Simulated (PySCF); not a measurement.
# NF3: geometry relaxation

System: NF3 (nitrogen trifluoride), SMILES FN(F)F.
Method: PBE0-D3(BJ)/def2-SVP geometry optimisation, gas phase (PySCF 2.14.0).

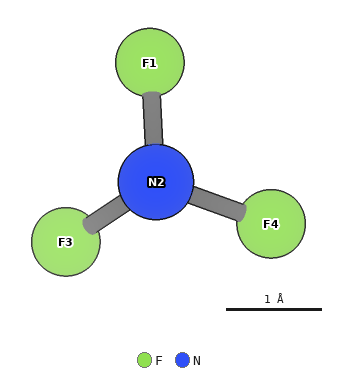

**Figure 1.** The starting structure (ball-and-stick view, seen on its broad side; atoms are numbered from 1 in the order of the input).

Input
```
{"job": {"xc": "PBE0", "basis": "def2-SVP", "d3": "d3bj", "grid": 1, "shake": 0.01, "kind": "geom"}, "charge": 0, "multiplicity": 1}
F     -0.518390     1.079550    -0.149290
N     -0.004400    -0.002390     0.425450
F     -0.702660    -1.022760    -0.158600
F      1.263440    -0.079770    -0.150570
```

The first line tells a small driver script what to run in PySCF; the rest is the geometry in Å.

Run on 1 CPU thread, shared host.

Launch command:
```bash
OMP_NUM_THREADS=1 python <driver script> task.json out
```

Output
```
step   0  E = -353.46136419  max force = 0.023311
step   1  E = -353.46192802  max force = 0.019117
step   2  E = -353.46296176  max force = 0.006141
step   3  E = -353.46304673  max force = 0.002572
step   4  E = -353.46308499  max force = 0.001024
step   5  E = -353.46309368  max force = 0.000365
optimisation converged
```

Trajectory as extended XYZ (Å, eV, eV/Å), 6 frames, from step=0 to step=5
```
4
Properties=species:S:1:pos:R:3:forces:R:3 step=0 energy=-9618.17362
F    -0.5184    1.0796   -0.1493   -0.1397   0.2565  -0.3121
N    -0.0044   -0.0024    0.4254    0.7381  -0.5785   0.1107
F    -0.7027   -1.0228   -0.1586    0.6003   0.4658  -0.0053
F     1.2634   -0.0798   -0.1506   -1.1987  -0.1437   0.2067
4
Properties=species:S:1:pos:R:3:forces:R:3 step=1 energy=-9618.18897
F    -0.5200    1.0716   -0.1603   -0.3093   0.5827   0.0857
N    -0.0042    0.0045    0.4548    0.5641  -0.5462  -0.9831
F    -0.6532   -1.0076   -0.1687   -0.3446  -0.2041   0.3820
F     1.2155   -0.0939   -0.1588    0.0897   0.1675   0.5154
4
Properties=species:S:1:pos:R:3:forces:R:3 step=2 energy=-9618.21710
F    -0.5315    1.0843   -0.1555   -0.0747   0.1067  -0.1681
N     0.0013    0.0008    0.4313    0.3103  -0.3158   0.0821
F    -0.6592   -1.0221   -0.1581   -0.0887   0.0776   0.0077
F     1.2274   -0.0883   -0.1507   -0.1469   0.1314   0.0783
4
Properties=species:S:1:pos:R:3:forces:R:3 step=3 energy=-9618.21941
F    -0.5356    1.0753   -0.1610   -0.0704   0.1323  -0.0431
N     0.0071   -0.0054    0.4320    0.0572  -0.0318   0.0603
F    -0.6622   -1.0229   -0.1548    0.0776  -0.0392  -0.0172
F     1.2287   -0.0724   -0.1492   -0.0643  -0.0613   0.0000
4
Properties=species:S:1:pos:R:3:forces:R:3 step=4 energy=-9618.22045
F    -0.5435    1.0759   -0.1631   -0.0228   0.0258  -0.0235
N     0.0075   -0.0040    0.4321   -0.0058  -0.0077   0.0527
F    -0.6519   -1.0282   -0.1531    0.0044  -0.0176  -0.0107
F     1.2259   -0.0691   -0.1489    0.0243  -0.0005  -0.0184
4
Properties=species:S:1:pos:R:3:forces:R:3 step=5 energy=-9618.22069
F    -0.5514    1.0728   -0.1658    0.0017  -0.0146   0.0005
N     0.0076   -0.0031    0.4329   -0.0188   0.0034   0.0003
F    -0.6444   -1.0331   -0.1513    0.0010  -0.0012   0.0051
F     1.2262   -0.0619   -0.1488    0.0161   0.0124  -0.0059
```

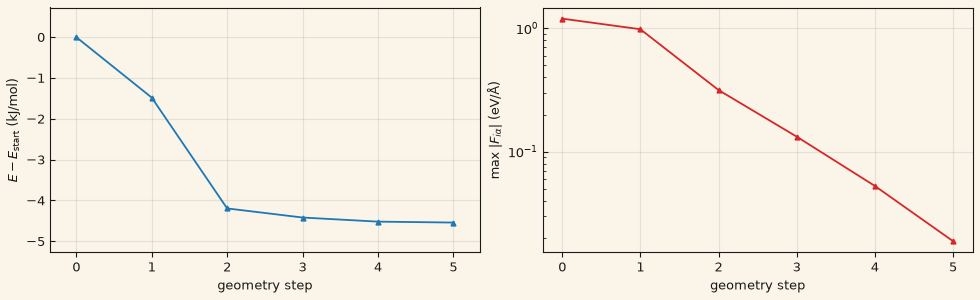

**Figure 2.** Progress of the relaxation, step by step (steps are counted from 0).

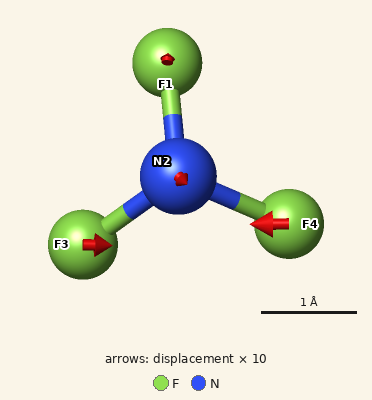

**Figure 3.** The starting structure with the displacements as red arrows, magnified 10 times (ball-and-stick view, seen on its broad side). The two geometries are laid on each other by the best rigid fit. Over 5 geometry steps the energy falls by 4.54 kJ/mol. The largest force component goes from 1.2 to 0.019 eV/Å. F4 moves most after the best rigid fit: 0.042 Å. Largest moves by element: F 0.042 Å, N 0.015 Å. Among the contacts that change: N2–F4 1.395 → 1.352 Å, F1–N2 1.329 → 1.352 Å, N2–F3 1.367 → 1.352 Å. (Atoms are counted from 1 in the order of the input.)

Summary

```csv
quantity,value
outcome,converged
total energy,−353.463094 hartree
dipole moment,0.06 D
point group,C3v
wall time,4.8 s
peak memory,0.26 GiB
```
